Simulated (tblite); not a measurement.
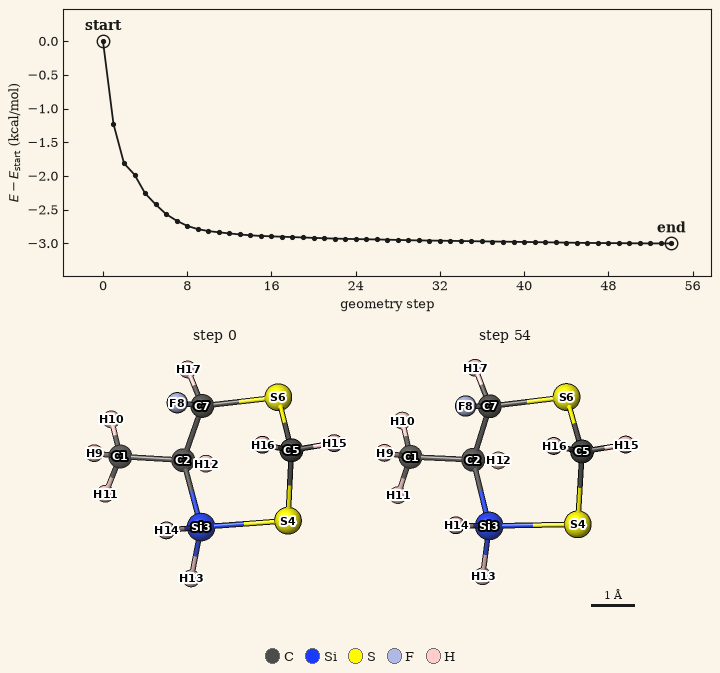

First and last geometry of a relaxation of C4H9FS2Si, with the history of the run. Style: ball-and-stick. Shown at a tilt.

Theory: tblite, GFN2-xTB geometry optimisation, gas phase. 

Read the history and describe the run.

Answer. It converged. After 54 geometry steps the energy has fallen by 3.00 kcal/mol. The largest moves after the best rigid fit, 0.13 Å, are those of H14 and H15. By element the largest moves are H 0.13 Å, F 0.10 Å, S 0.09 Å, Si 0.08 Å, C 0.07 Å. Some distances before and after: Si3–H13 1.490 → 1.452 Å, S4–C5 1.789 → 1.823 Å, Si3–S4 2.126 → 2.149 Å, Si3–H14 1.482 → 1.459 Å. Bond angles that change, for instance: S4–Si3–H13 110.6° → 104.5°, H13–Si3–H14 109.6° → 115.3°, S4–C5–S6 111.8° → 115.8°.

```json
{"step": "0", "E − E(0), kcal/mol": "0.00"}
{"step": "1", "E − E(0), kcal/mol": "-1.23"}
{"step": "2", "E − E(0), kcal/mol": "-1.81"}
{"step": "3", "E − E(0), kcal/mol": "-1.98"}
{"step": "4", "E − E(0), kcal/mol": "-2.26"}
{"step": "5", "E − E(0), kcal/mol": "-2.42"}
{"step": "6", "E − E(0), kcal/mol": "-2.57"}
{"step": "7", "E − E(0), kcal/mol": "-2.66"}
{"step": "8", "E − E(0), kcal/mol": "-2.74"}
{"step": "9", "E − E(0), kcal/mol": "-2.79"}
{"step": "10", "E − E(0), kcal/mol": "-2.82"}
{"step": "12", "E − E(0), kcal/mol": "-2.85"}
{"step": "15", "E − E(0), kcal/mol": "-2.89"}
{"step": "17", "E − E(0), kcal/mol": "-2.90"}
{"step": "19", "E − E(0), kcal/mol": "-2.91"}
{"step": "22", "E − E(0), kcal/mol": "-2.93"}
{"step": "24", "E − E(0), kcal/mol": "-2.94"}
{"step": "26", "E − E(0), kcal/mol": "-2.94"}
{"step": "29", "E − E(0), kcal/mol": "-2.95"}
{"step": "31", "E − E(0), kcal/mol": "-2.96"}
{"step": "33", "E − E(0), kcal/mol": "-2.96"}
{"step": "35", "E − E(0), kcal/mol": "-2.97"}
{"step": "38", "E − E(0), kcal/mol": "-2.98"}
{"step": "40", "E − E(0), kcal/mol": "-2.98"}
{"step": "42", "E − E(0), kcal/mol": "-2.98"}
{"step": "45", "E − E(0), kcal/mol": "-2.99"}
{"step": "47", "E − E(0), kcal/mol": "-3.00"}
{"step": "49", "E − E(0), kcal/mol": "-3.00"}
{"step": "52", "E − E(0), kcal/mol": "-3.00"}
{"step": "54", "E − E(0), kcal/mol": "-3.00"}
```
